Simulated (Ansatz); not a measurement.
# What TaInS3 (model cell, started as cubic perovskite with Ta in the octahedra) distorts into, part 3 of 3

Which phase does TaInS3 (model cell, started as cubic perovskite with Ta in the octahedra) fall into along its unstable mode, and how much energy does it gain?

Ansatz 0.2.0; DFT PBE, scalar-relativistic, plane waves, PAW; PAW set soft_1.

So far. Step 5 (Energy along the mode, all amplitudes (two of the runs …): The lowest of the steps tried is the last one, at 0.6 Å, 48.3 meV/atom below the parent; the bottom of the well need not coincide with a step. Step 7 (The new phase in its own primitive cell): The largest force component left is 0.57 meV/Å and the pressure is 0.001 GPa, within the tolerances set. The cell now holds 20.98 Å³/atom. The relaxed cell has a = 6.780, c = 15.808 Å (conventional setting).

The structure was built from a prototype and need not be the compound's stable phase.

### Step 8. Modes of the new phase, k-mesh 9×9×9

A relaxed structure may still be a saddle point, so its zone-centre modes are computed. No field response is asked, since the mesh shows no gap.

File input.yaml:

```yaml
crystal:
  lattice:
    - [3.3901795315, 1.9573210651, 5.2692978199]
    - [-3.3901795315, 1.9573210651, 5.2692978199]
    - [0.0, -3.9146421302, 5.2692978199]
  atoms:
    - { symbol: In, position: [0.75, 0.75, 0.75] }
    - { symbol: In, position: [0.25, 0.25, 0.25] }
    - { symbol: Ta, position: [0.5, 0.5, 0.5] }
    - { symbol: Ta, position: [0.0, 0.0, 0.0] }
    - { symbol: S, position: [0.3515415305, 0.75, 0.1484584695] }
    - { symbol: S, position: [0.6484584695, 0.25, 0.8515415305] }
    - { symbol: S, position: [0.8515415305, 0.6484584695, 0.25] }
    - { symbol: S, position: [0.1484584695, 0.3515415305, 0.75] }
    - { symbol: S, position: [0.25, 0.8515415305, 0.6484584695] }
    - { symbol: S, position: [0.75, 0.1484584695, 0.3515415305] }
kpoints:
  mp_grid: { grid: [9, 9, 9] }
hamiltonian:
  xc: pbe
  pseudopotentials: { kind: paw, azcp: { folder: soft_1 } }
scf:
  occupations: { method: methfessel_paxton, width: 0.2 }
output:
  eigenvalues: true
phonons:
  method: dfpt
```

Launch:

```sh
> ansatz run input.yaml --threads 4 --pin off --max-ram 16384MiB --backend cpu --events-out ev --progress --plain --runs-dir out
```

Numbers of over 12 decimals in the logs are rounded to 6 here.

Log:

```text
[...]
Crystal: 10 atoms, lattice volume = 209.792 Å³
Basis set: ecut = 420 eV, 4085 PW (Γ), exchange–correlation on 96×96×96 points (8 copies of the dense FFT grid, shifted against one another)
Bands: 54, of which v1, the nominal top of the filled ones, is band 44 counted from 1 (43 counted from 0)
Symmetry: 12 space group operations
k-points: 365 of 729 (irreducible under 1 space group operation, time reversal used)
[...]
SCF iter   1: F=—  HF=-36481.919580 eV  |F-HF|=—  |Δ(HF+E_count)|=         —  Δρ=3.20e-2  dr2=3.33e0  ethr=3.10e-3  ⟨swp⟩=6.2  Hψ=79497  notcnv=0
[...]
SCF iter  12: F=-36481.267494 eV  HF=-36481.267494 eV  |F-HF|=0.00e0  |Δ(HF+E_count)|=  1.46e-11  S|Δr|=    0.00e0  Δρ=1.97e-8  dr2=7.91e-13  ethr=1.00e-12  ⟨swp⟩=13.8  Hψ=109685  notcnv=0
SCF 1 converged in 12 iterations: F = -36481.267494 eV  dr2 = 7.91e-13
[...]
DFPT response loops at Γ: preconditioner auto → Kerker (q_TF=auto, 2.361 Å⁻¹) (partly filled bands, converged f_vac=0.000); β = 1.00, the filter's whole step (`scf.mixing.beta` (0.50) is not read by the response loops under this deck's `scf.mixing.preconditioner`; to damp them name `kerker` or `kerker_dos`, under which they read `scf.mixing.beta`, and type it under 1.00, their step now; both keys bind the ground state too); Broyden in place of MSR1
SCF converged after 12 iterations
[...]
Free energy (F): -36481.267494 eV
[...]
Internal energy: -36481.271835 eV  (E = F + TS)
E sigma→0 (E₀):  -36481.268579 eV
Entropy (-TS):   0.004341 eV (0.434 meV/atom)
Fermi energy:    9.537245 eV
[...]
--- Band table (eV; the first three rows and the last of 365) ---
  k-point 0: bands = [... 40 lower, 7.8192, 8.5387, 8.5475, 9.0974, 9.0974, 9.4237, 10.0550, 10.5448, ... 6 higher]
  k-point 1: bands = [... 40 lower, 7.8334, 8.3990, 8.8360, 8.9949, 9.2581, 9.6685, 10.1827, 10.6048, ... 6 higher]
  k-point 2: bands = [... 40 lower, 7.8192, 8.2144, 8.9101, 9.1098, 9.5648, 9.9892, 10.4803, 10.7638, ... 6 higher]
  k-point 364: bands = [... 40 lower, 7.6010, 7.6640, 8.6437, 9.0354, 10.3210, 10.3283, 10.5792, 10.6115, ... 6 higher]
--- Phonons (Γ-DFPT): 6 representative perturbations + reference, on 365 of 729 k-points (Σ response iterations 20) ---
  k mesh reduced under 1 symmetry operation, with k and −k counted as one. Each operation leaves every solved perturbation unchanged. A smaller set is not used because it would not reduce the number of displacements times k-points to solve
  ASR residual: 5.603e-5 → 0.000e0 eV/Å²; symmetrization residual: 1.918e-5 eV/Å²
  ASR residual per site (eV/Å²): 3.55e-5 3.55e-5 5.06e-5 5.06e-5 4.97e-5 4.97e-5 5.60e-5 5.60e-5 4.97e-5 4.97e-5
  Γ frequencies (cm⁻¹): -27.45 -21.40 0.00 0.00 0.00 68.48 68.48 82.31 82.31 104.23 116.06 116.06 120.30 120.30 131.13 155.31 155.31 161.34 173.22 178.05 205.27 205.27 250.68 250.68 276.72 312.37 312.37 323.36 323.36 432.51
  non-analytic LO–TO correction: not included (Born effective charges unavailable; polar crystals: no LO–TO splitting at Γ)
```

Wall time 17 min (4 threads of Arm Neoverse V1, shared host); peak memory 11 GiB; 66 min of CPU time.

Numbers from this step:

```yaml
sum_rule_residual_before_enforcement: 5.60e-5 eV/Å²
point_group: -3m
highest_optical_zone_centre_mode_no_lo_to_term: 432.5 cm⁻¹
lowest_optical_zone_centre_mode: -27.45 cm⁻¹
```

Patterns of degenerate modes are one choice out of their space. The modes at Γ (shares of kinetic energy by element, %) (negative means imaginary):

| mode | frequency (cm⁻¹) | symmetry | In % | Ta % | S % |
| --- | --- | --- | --- | --- | --- |
| 1 | -27.4 | A2u | 70 | 15 | 14 |
| 2 | -21.4 | A2g | 100 | 0 | 0 |
| 3 | 0.0 | acoustic | 29 | 46 | 25 |
| 4 | 0.0 | acoustic | 29 | 46 | 25 |
| 5 | 0.0 | acoustic | 29 | 46 | 25 |
| 6 | 68.5 | Eg | 64 | 0 | 36 |
| 7 | 68.5 | Eg | 64 | 0 | 36 |
| 8 | 82.3 | Eu | 53 | 30 | 17 |
| 9 | 82.3 | Eu | 53 | 30 | 17 |
| 10 | 104.2 | A1u | 0 | 90 | 10 |
| 11 | 116.1 | Eu | 1 | 22 | 77 |
| 12 | 116.1 | Eu | 1 | 22 | 77 |
| 13 | 120.3 | Eg | 32 | 0 | 68 |
| 14 | 120.3 | Eg | 32 | 0 | 68 |
| 15 | 131.1 | A2u | 0 | 33 | 66 |
| 16 | 155.3 | Eu | 8 | 91 | 1 |
| 17 | 155.3 | Eu | 8 | 91 | 1 |
| 18 | 161.3 | A1g | 0 | 0 | 100 |
| 19 | 173.2 | A1u | 0 | 10 | 90 |
| 20 | 178.1 | A2g | 0 | 0 | 100 |
| 21 | 205.3 | Eu | 9 | 9 | 83 |
| 22 | 205.3 | Eu | 9 | 9 | 83 |
| 23 | 250.7 | Eg | 4 | 0 | 96 |
| 24 | 250.7 | Eg | 4 | 0 | 96 |
| 25 | 276.7 | A2u | 0 | 5 | 95 |
| 26 | 312.4 | Eu | 0 | 1 | 98 |
| 27 | 312.4 | Eu | 0 | 1 | 98 |
| 28 | 323.4 | Eg | 0 | 0 | 100 |
| 29 | 323.4 | Eg | 0 | 0 | 100 |
| 30 | 432.5 | A2g | 0 | 0 | 100 |

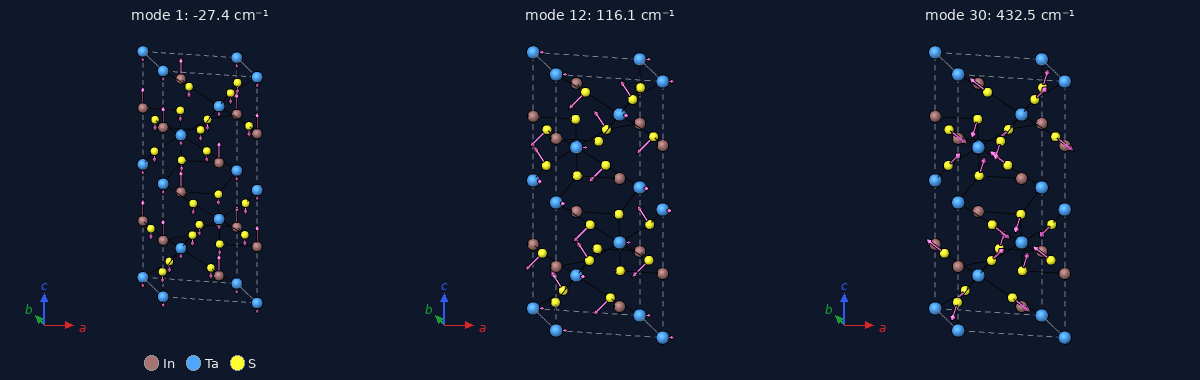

Displacement patterns of modes 1, 12 and 30 at Γ; arrows are exaggerated. Bonds to atoms that aren't drawn are left out. Some periodic images of atoms are drawn too.

Before it was imposed, the acoustic sum rule was missed by 5.6e-5 eV/Å². Small misses are needed for a sound result but don't prove that mesh and cutoff are converged. The lowest optical mode is imaginary, 27.4i cm⁻¹, so the energy falls along it.

### Step 9. What came out

| Item | Value |
| --- | --- |
| unstable mode of the parent | q = (-0.5, -0.5, -0.5), 95i cm⁻¹ |
| depth at the lowest point sampled | 48.3 meV/atom |
| largest atomic shift at that point | 0.6 Å |
| space group reached (within 0.01 Å) | R-3c |
| energy gained over the parent (first relaxation, on the mesh of the frozen mode) | 80.9 meV/atom |
| volume per atom, phase reached | 21.0 Å³ |
| lowest optical zone-centre mode, phase reached | -27.4 cm⁻¹ |
| highest optical zone-centre mode (no LO-TO term), phase reached | 433 cm⁻¹ |

Along this mode the structure falls into R-3c, 80.9 meV/atom below the parent. At the parent's cell the well is 48.29 meV/atom deep on the steps tried, with its lowest point at a shift of 0.6 Å. That is the last step tried, so the steps alone don't bracket the bottom of the well. Relaxing atoms and cell changes the gain by +32.58 meV/atom against the lowest step (energies at zero smearing). The new phase still has an imaginary mode at the zone centre of its cell, so it is a saddle point on the way to a lower structure. Of the 6 patterns followed to their end from this parent, this one reaches the lowest energy. Each path keeps the symmetry of its pattern, so a lower phase may lie along a pattern not tried. With no gap, or one that is small against the smearing, the frequencies hang on the k mesh and the smearing, most of all near Kohn anomalies. A semilocal functional can close a gap that the real compound would have, so the metallic treatment may be an artefact of the level. Spin-orbit coupling is left out, which can matter for the heavy elements here. The starting cell was built on a prototype and not taken from a measurement, so the phase need not exist.

[Logs are printed without paths, hosts, clocks, repeated set-up lines and the standing remarks that a program may print on its own settings, such as how far it seeks lower states.]

[Hosts, paths, dates, database ids (printed as entryN), source tags and the programs' standing remarks are cut or masked in the printed files.]
